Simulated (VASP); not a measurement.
Given:

```
Ta
1.0
   -1.64195     1.64195     1.64195
    1.64195    -1.64195     1.64195
    1.64195     1.64195    -1.64195
Ta
1
Cartesian
  0.00000   0.00000   0.00000
```

Computed with PBEsol GGA, VASP's PBE PAW potentials (set 64) (plane waves; VASP 6.6.1). Numerical set-up: 400 eV cut-off, 17×17×17 Γ-centred mesh, tetrahedra with Blöchl corrections, potentials Ta_pv.

Unless said otherwise, spin-orbit coupling is left out, though it shifts the bands of the heavy elements here.

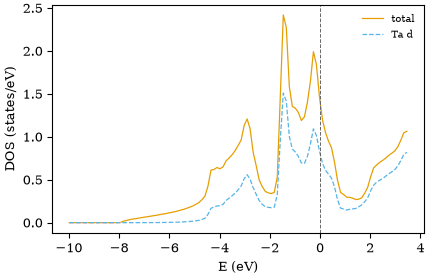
Fig. 1. Total and projected density of states, zero at the Fermi level

Within 2 eV below the Fermi level the largest weight inside VASP's projection spheres is Ta d.

It has no gap at this level: it comes out as a metal or semimetal.

The structure comes from a measured Ta entry (Im-3m) of the Crystallography Open Database, whose conditions weren't checked. It was relaxed first.
